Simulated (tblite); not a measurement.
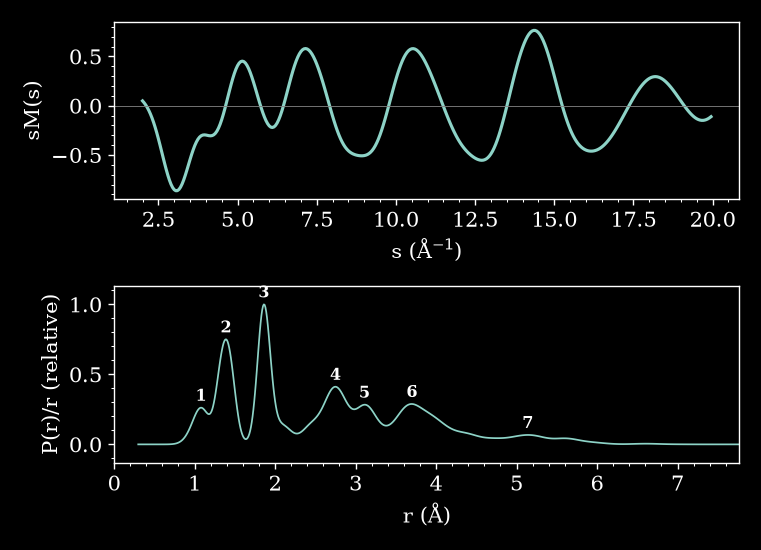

Simulated gas electron diffraction: reduced molecular intensity sM(s) from the Debye equation in the first Born approximation (top) and the radial distribution curve (bottom) of C6H9OP. Each pair of atoms contributes with weight ZᵢZⱼ/r; damping constant 0.0015 Å²; vibrational amplitudes assumed, not computed: 0.05 Å for bonds, 0.078 Å for bonds to H, 0.06 + 0.015 r up to 0.15 Å for other pairs. The geometry is the end point of an optimisation (tblite, GFN2-xTB geometry optimisation, gas phase); it may be a saddle point or a higher isomer.

Assign the numbered peaks of the radial distribution curve (– bonded, ··· not bonded).

Answer. Peak 1, 1.08 Å: O–H 0.96 Å, C–H 1.08–1.10 Å (×8), not resolved
Peak 2, 1.39 Å: C–C 1.32–1.47 Å (×4), O–C 1.41 Å, not resolved
Peak 3, 1.86 Å: P–C 1.84–1.90 Å (×3), not resolved; in its flanks C···H 2.11–2.13 Å
Peak 4, 2.75 Å: P···H 2.50–2.82 Å (×2), C···C 2.64–2.87 Å (×4), P···O 2.75 Å, not resolved; in its flanks C···C 2.41 Å
Peak 5, 3.11 Å: C···H 3.03–3.38 Å (×4), P···C 3.10–3.15 Å (×2), not resolved
Peak 6, 3.70 Å: P···H 3.46–3.96 Å (×4), P···C 3.60 Å, C···H 3.61–3.92 Å (×9), O···C 3.67 Å, C···C 3.73–3.91 Å (×4), not resolved; in its flanks C···H 3.39–4.71 Å, O···C 4.05–4.39 Å
Peak 7, 5.14 Å: C···H 4.91–5.34 Å (×5), C···C 5.00 Å, O···H 5.15–5.32 Å (×2), O···C 5.20 Å, not resolved
